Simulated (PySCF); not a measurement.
# C$_{5}$H$_{11}$AsSi: what the fields show

Input

```
{"job": {"kind": "uv", "xc": "CAM-B3LYP", "basis": "def2-SVPD", "nstates": 8, "ntriplets": 3}, "charge": 0, "multiplicity": 1}
C      2.793577     0.258533     1.232030
C      2.386753    -0.102446     0.027366
Si     0.669472    -0.814896    -0.307480
C     -0.398457     0.426865    -1.306271
C     -1.824949     0.298724    -0.786651
C     -1.856624     0.411191     0.733792
As    -0.670456    -0.927418     1.605313
H      3.772859     0.668413     1.428035
H      2.144790     0.153034     2.094141
H      3.062589     0.010441    -0.809809
H      0.829545    -2.052742    -1.101714
H     -0.043464     1.446921    -1.143739
H     -0.369663     0.242670    -2.379165
H     -2.467971     1.066332    -1.230350
H     -2.226953    -0.676303    -1.083482
H     -1.509532     1.406184     1.036888
H     -2.880608     0.307062     1.106071
H     -1.419666    -2.116245     1.053374
```

Launched as:

```sh
OMP_NUM_THREADS=1 python probes_run.py task.json out
```

Geometry: GFN2-xTB.

Theory: CAM-B3LYP/def2-SVPD, SCF density, gas phase (PySCF).

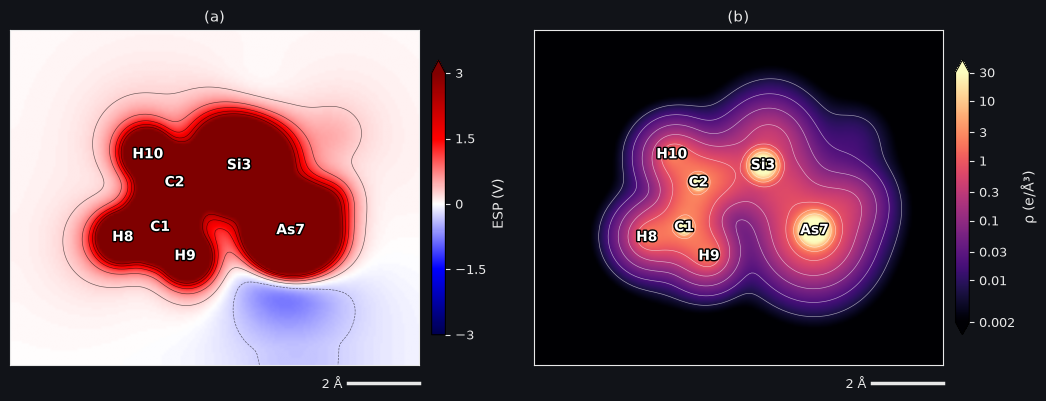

Figure 1. (a) molecular electrostatic potential; (b) electron density on the plane of atoms C2, Si3 and As7.

Q: What does the map show?

A:
- The plane passes through C, Si, As and H nuclei.
- C–C (1.32 Å): ρ is about 2.3 e/Å³ halfway.
- C–Si (1.89 Å): the density is about 0.95 e/Å³ at the midpoint.
- Si–As (2.34 Å): ρ is about 0.68 e/Å³ halfway.
- C–H (1.08 Å): the density is about 2 e/Å³ at the midpoint.
- Outside the dense part of the molecule the potential is most negative (−0.8 V) near As7.

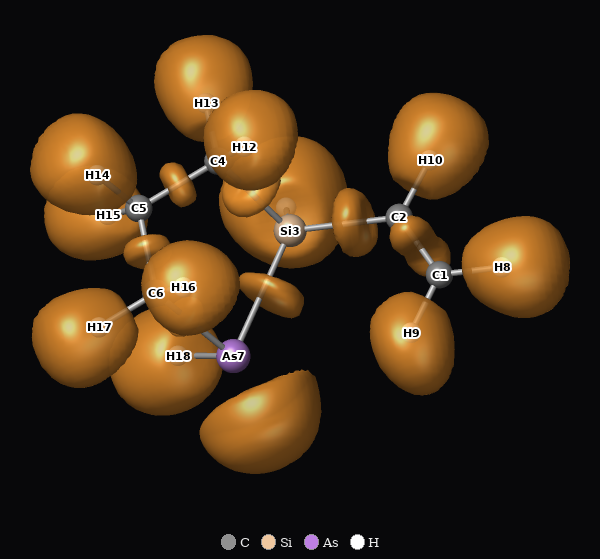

Figure 2. Isosurface of the ELF at 0.85 (orange), seen at a tilt. Only the valence region is drawn (cores and ρ < 0.01 e/Å³ removed).

Q: What do the ELF domains correspond to?

A: The surface consists of one region between bonded As–C atoms (shared pairs), one region between bonded As–Si atoms (shared pairs), three regions between bonded C–C atoms (shared pairs), two regions between bonded C–Si atoms (shared pairs), eleven regions around hydrogen nuclei and one lobe on As, pointing away from the bonds (lone pairs).


C–C (1.32 Å): the ELF peaks at about 0.90 between the atoms (a short, multiple covalent bond). C–Si (1.89 Å): the ELF peaks at about 1 between the atoms, as expected for localised, covalent bonding.

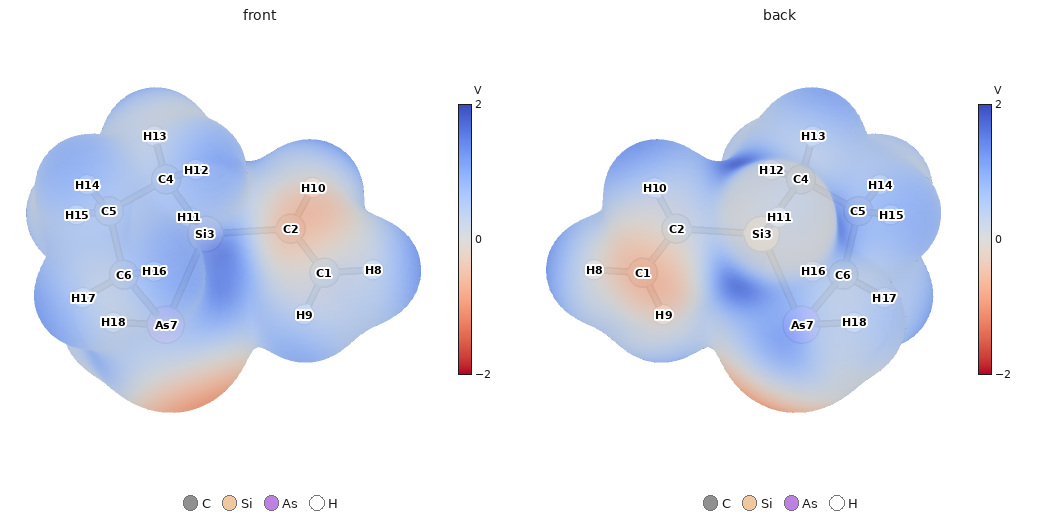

Figure 3. The molecular electrostatic potential painted on the density surface at 0.004 e/bohr³, seen from the front and from behind; the colour scale runs from red (negative) to blue (positive).

Q: Where is the surface potential most negative and most positive?

A: The most negative region (about −0.8 V, or −18 kcal/mol for a unit charge) lies over As7, the most positive (about +1.5 V, or +35 kcal/mol for a unit charge) over Si3.

Q: How polar is the molecule by this calculation?

A: Its dipole moment is 1.21 D.
